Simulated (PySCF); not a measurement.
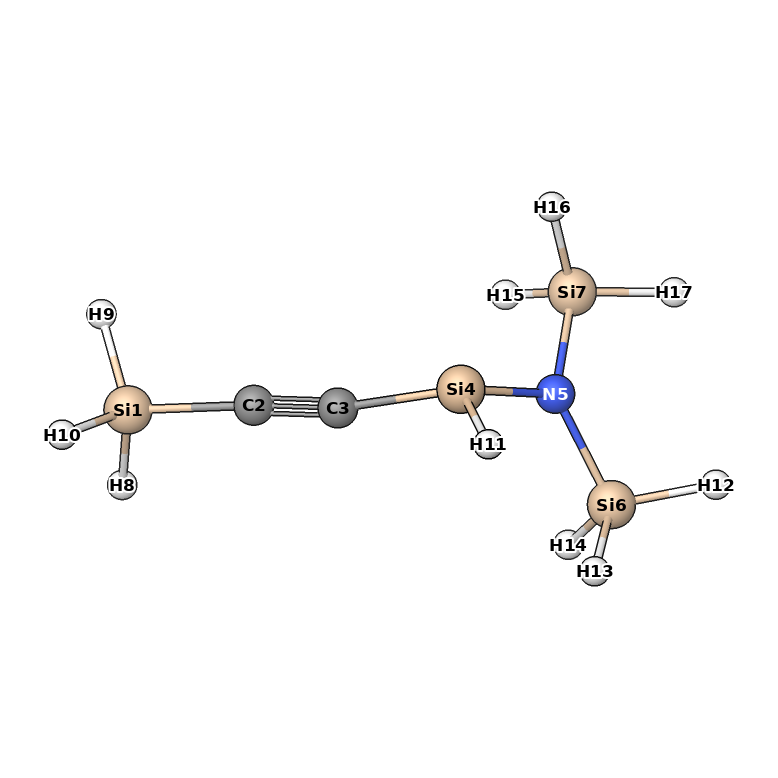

The species is neutral and a spin doublet. The geometry was computed by an optimisation with GFN2-xTB. No frequency run is at hand to confirm it as a minimum. Level of theory: UKS B3LYP, pcH-1 on C H N Si, non-relativistic (PySCF 2.14.0).

Give the isotropic hyperfine couplings (Fermi-contact term alone) of Si1, C2, C3, Si4, N5, Si6, Si7, H8, H9, H10, H11, H12, H13, H14, H15, H16, H17.

```csv
atom,isotope,a_iso (MHz)
Si1,29Si,9.2
C2,13C,17.4
C3,13C,31.1
Si4,29Si,−512.9
N5,14N,12.6
Si6,29Si,−37.4
Si7,29Si,−23.6
H8,1H,11.5
H9,1H,14.8
H10,1H,0.2
H11,1H,37.9
H12,1H,7.1
H13,1H,4.7
H14,1H,7.3
H15,1H,−0.1
H16,1H,0.7
H17,1H,6.3
```

The geometry is semi-empirical. Around Si such bond lengths and angles can be off by a tenth of an ångström or more and by several degrees, and values that hang on the shape move with them.
